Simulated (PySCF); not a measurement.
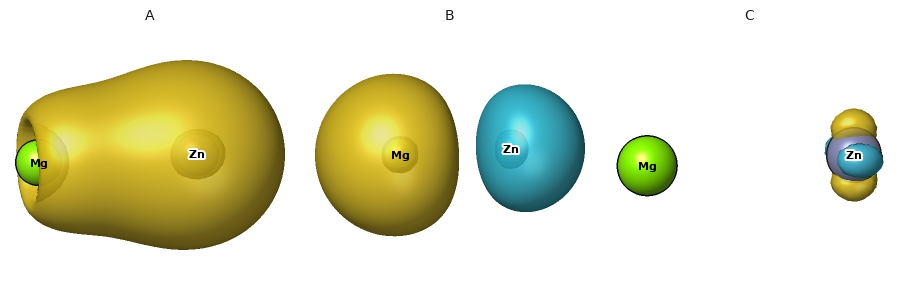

The picture shows: MgZn. Three frontier orbitals, each drawn at the value that holds 80 % of its norm (yellow and cyan are the two phases), in no order; of a degenerate pair one member is drawn.

Computed with PBE0/def2-SVPD, non-relativistic Hamiltonian with scalar-relativistic core potentials where named, at a bond length of 3.267 Å in PySCF 2.14.0.

Question: Name the orbitals and rank them from lowest to highest energy.

Answer: Orbital C: δ, occupied, −12.79 eV; almost wholly on Zn.
Orbital A: σ, occupied, −7.03 eV; mainly on Zn (70 %).
Orbital B: σ, occupied, −4.97 eV; mainly on Mg (70 %).
